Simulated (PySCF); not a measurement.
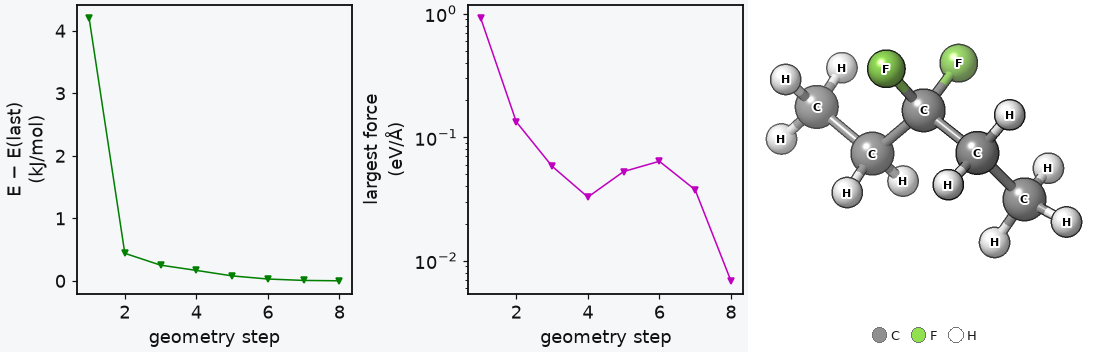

Beside the plot: the molecule at the start.

History of a geometry optimisation.

System: (CH3CH2)2CF2 (SMILES CCC(F)(F)CC).
Method: PySCF 2.14.0, density fitting, PBE0-D3(BJ)/def2-SVP, geometry optimisation.

Q: How did the optimisation end?

A: The optimisation met its thresholds at geometry 8, counting the start as the first. The energy fell by about 4.2 kJ/mol from the first step to the last. The largest force goes from about 0.93 eV/Å at the start to 7 × 10⁻³ eV/Å at the end.
